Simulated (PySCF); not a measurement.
# GeSiH6O (SMILES [SiH3][O][GeH3]): levels of theory compared

Wanted: a comparison of 5 runs (HF/STO-3G, HF/def2-SVP, PBE0/STO-3G, B3LYP/6-31G*, PBE0/def2-SVP) of GeSiH6O. The job is set up through a Python script.

Program for the calculation: PySCF 2.14.0.

## Step 1: The molecule

The species is GeSiH6O (9 atoms), meant as a singlet with charge 0. SMILES: `[SiH3][O][GeH3]`. The shape is that of a PBE0-D4/def2-TZVP optimisation.

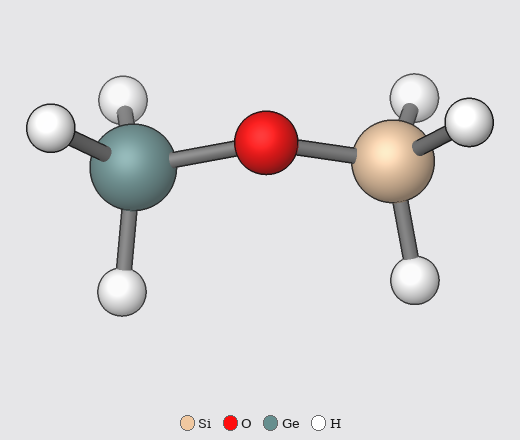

The structure, seen from a chosen angle (silicon light orange, oxygen red, germanium teal, hydrogen white).

## Step 2: Energy and gradient at HF/STO-3G (run 1)

Contents of calc.py:

```python
from pyscf import gto

mol = gto.M(
    atom='''
Si    -1.297486     1.952276    -1.741194
O      1.120041     0.381536    -0.641373
Ge     1.530300    -1.983268     1.703966
H     -3.207810     0.213917    -2.861990
H     -0.370008     3.712934    -3.716524
H     -2.561713     3.421916     0.301033
H      4.366779    -2.561713     1.732879
H     -0.035527    -4.309520     0.941840
H      0.622287    -0.915383     4.249427
''',
    unit='bohr',
    charge=0,
    basis='sto-3g',
    max_memory=1860,
    verbose=3,
)

mf = mol.RHF()
mf.conv_tol = 1e-10
mf.kernel()
if not mf.converged:
    mf = mf.newton().run(mf.mo_coeff, mf.mo_occ)

e_tot = mf.e_tot
print('E = %.10f Eh' % e_tot)
grad = mf.nuc_grad_method().kernel()
dip = mf.dip_moment()
pop, q = mf.mulliken_pop()
```

On the command line:

```bash
$ OMP_NUM_THREADS=1 python calc.py
```

The program printed:

```text
converged SCF energy = -2414.72017039096
[... 9 lines left out ...]
Dipole moment(X, Y, Z, Debye): -0.35260, -0.59194,  0.68446
[... 48 lines left out ...]
charge of    8H =     -0.13968
```

Run time: 1.8 s. Hardware: 1 thread of Arm Neoverse V2, shared host; peak memory 0.14 GiB.

## Step 3: Energy and gradient at HF/def2-SVP (run 2)

Contents of run.py:

```python
# [SiH3][O][GeH3]
import pyscf.grad
from pyscf import gto, scf

system = gto.M(
    atom=[
    ('Si', (-0.686600, 1.033100, -0.921400)),
    ('O', (0.592700, 0.201900, -0.339400)),
    ('Ge', (0.809800, -1.049500, 0.901700)),
    ('H', (-1.697500, 0.113200, -1.514500)),
    ('H', (-0.195800, 1.964800, -1.966700)),
    ('H', (-1.355600, 1.810800, 0.159300)),
    ('H', (2.310800, -1.355600, 0.917000)),
    ('H', (-0.018800, -2.280500, 0.498400)),
    ('H', (0.329300, -0.484400, 2.248700)),
],
    charge=0,
    basis='def2-svp',
    max_memory=1860,
    verbose=4,
)

mf = scf.RHF(system)
mf.conv_tol = 1e-10
mf.kernel()
if not mf.converged:
    mf = mf.newton().run(mf.mo_coeff, mf.mo_occ)

energy = mf.e_tot
print('E(%s) = %.9f' % ('HF', energy))
grad = mf.Gradients().kernel()
mf.analyze()
```

On the command line:

```bash
$ OMP_NUM_THREADS=1 python run.py
```

The program printed:

```text
PySCF version 2.14.0

[... 88 lines left out ...]
MO #4   energy= -46.2520698478576  occ= 2
[... 17 lines left out ...]
MO #22  energy= -0.774451639405178 occ= 2
[... 17 lines left out ...]
MO #40  energy= 0.400732372621373  occ= 0
[... 17 lines left out ...]
MO #58  energy= 1.07600330239425   occ= 0
[... 17 lines left out ...]
MO #76  energy= 2.01116218826698   occ= 0
[... 17 lines left out ...]
MO #94  energy= 3.54505604793816   occ= 0
[... 106 lines left out ...]
Dipole moment(X, Y, Z, Debye): -0.15395, -0.97113,  1.03313
```

Wall time 6.6 s (1 thread of Arm Neoverse V2, shared host); peak memory 0.22 GiB.

## Step 4: Energy and forces at PBE0/STO-3G (run 3)

Contents of job.py:

```python
from pyscf import gto, dft

molecule = gto.Mole()
molecule.atom = '''
Si    -0.686600     1.033100    -0.921400
O      0.592700     0.201900    -0.339400
Ge     0.809800    -1.049500     0.901700
H     -1.697500     0.113200    -1.514500
H     -0.195800     1.964800    -1.966700
H     -1.355600     1.810800     0.159300
H      2.310800    -1.355600     0.917000
H     -0.018800    -2.280500     0.498400
H      0.329300    -0.484400     2.248700
'''
molecule.basis = 'sto-3g'
molecule.charge = 0
molecule.verbose = 4
molecule.max_memory = 1860
molecule.build()

mf = dft.RKS(molecule)
mf.xc = 'pbe0'
mf.grids.level = 5
mf.conv_tol = 1e-10
mf.kernel()
if not mf.converged:
    mf = mf.newton().run(mf.mo_coeff, mf.mo_occ)

e_final = mf.e_tot
print('Final energy', e_final)
grad = mf.nuc_grad_method().kernel()
mf.analyze()
```

On the command line:

```bash
$ OMP_NUM_THREADS=1 python job.py
```

The program printed:

```text
PySCF version 2.14.0

[... 92 lines left out ...]
Two-electron Energy =                 1233.132741909083734
[... 9 lines left out ...]
MO #6   energy= -43.7381795252548  occ= 2
[... 7 lines left out ...]
MO #14  energy= -3.43010838151067  occ= 2
[... 7 lines left out ...]
MO #22  energy= -0.306879720628294 occ= 2
[... 7 lines left out ...]
MO #30  energy= -0.138216991381509 occ= 2
[... 7 lines left out ...]
MO #38  energy= 0.429663520852057  occ= 0
[... 50 lines left out ...]
Dipole moment(X, Y, Z, Debye): -0.22126, -0.49656,  0.55887
```

Wall time 11 s (1 thread of Arm Neoverse V2, shared host); peak memory 0.46 GiB.

Run 4 isn't shown in full; the table further down has it.

## Step 5: Energy and gradient at PBE0/def2-SVP (run 5)

Contents of run.py:

```python
import pyscf.grad
from pyscf import gto, dft

molecule = gto.M(
    atom='''
Si    -0.686600     1.033100    -0.921400
O      0.592700     0.201900    -0.339400
Ge     0.809800    -1.049500     0.901700
H     -1.697500     0.113200    -1.514500
H     -0.195800     1.964800    -1.966700
H     -1.355600     1.810800     0.159300
H      2.310800    -1.355600     0.917000
H     -0.018800    -2.280500     0.498400
H      0.329300    -0.484400     2.248700
''',
    verbose=3,
    max_memory=1860,
    basis='def2-svp',
)

calc0 = dft.RKS(molecule, xc='pbe0')
calc0.conv_tol = 1e-10
calc0.grids.level = 5
calc0.kernel()
if not calc0.converged:
    calc0 = calc0.newton().run(calc0.mo_coeff, calc0.mo_occ)

etot = calc0.e_tot
print(f'total energy: {etot:.8f} hartree')
grad = calc0.Gradients().kernel()
calc0.analyze()
```

On the command line:

```bash
$ OMP_NUM_THREADS=1 python run.py
```

The program printed:

```text
converged SCF energy = -2444.47603785502
[... 23 lines left out ...]
MO #14  energy= -3.68258240329855  occ= 2
[... 15 lines left out ...]
MO #30  energy= -0.307618275317838 occ= 2
[... 15 lines left out ...]
MO #46  energy= 0.395417498394457  occ= 0
[... 15 lines left out ...]
MO #62  energy= 0.955199926937194  occ= 0
[... 15 lines left out ...]
MO #78  energy= 1.78872505853932   occ= 0
[... 15 lines left out ...]
MO #94  energy= 3.16425608181087   occ= 0
[... 10 lines left out ...]
Dipole moment(X, Y, Z, Debye): -0.06134, -0.90043,  0.94063
```

Wall time 34 s (1 thread of Arm Neoverse V2, shared host); peak memory 0.96 GiB.

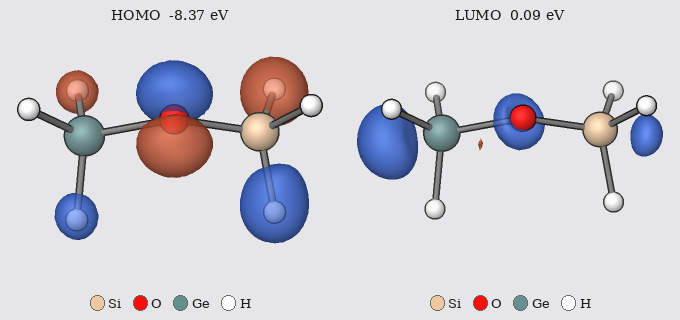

Frontier orbitals of this run, surfaces at ±0.2 Å^-3/2.

## Step 6: Overview of the runs

| run | level | integration grid | energy (Eh) | dipole moment (D) | HOMO energy (eV) | LUMO energy (eV) | wall time |
| --- | --- | --- | --- | --- | --- | --- | --- |
| 1 | HF/STO-3G | – | -2414.720170 | 0.97 | -8.30 | 10.98 | 1.8 s |
| 2 | HF/def2-SVP | – | -2442.289479 | 1.43 | -12.03 | 3.43 | 6.6 s |
| 3 | PBE0/STO-3G | 5 | -2416.575076 | 0.78 | -3.76 | 5.75 | 11 s |
| 4 | B3LYP/6-31G* (spherical functions) | 5 | -2445.118571 | 1.32 | -7.99 | -0.20 | 29 s |
| 5 | PBE0/def2-SVP | 5 | -2444.476038 | 1.30 | -8.37 | 0.09 | 34 s |

## Step 7: Outcome

```
                       quantity           value
            run 5: total energy  -2444.47604 Eh
           run 5: dipole moment          1.30 D
             run 5: HOMO energy        -8.37 eV
             run 5: LUMO energy         0.09 eV
           run 5: HOMO–LUMO gap         8.46 eV
run 5: largest force on an atom      0.704 eV/Å
```

What this shows: The dipole moment (its size) runs from 0.78 D (PBE0/STO-3G) to 1.43 D (HF/def2-SVP). The two ends differ in method and basis. The HOMO–LUMO gap runs from 7.79 eV (B3LYP/6-31G*) to 19.28 eV (HF/STO-3G). Totals of different functionals can't be ranked against each other. In runs 1, 3 the basis is minimal, so the values are rough. All runs together took 82 s, the longest 34 s.
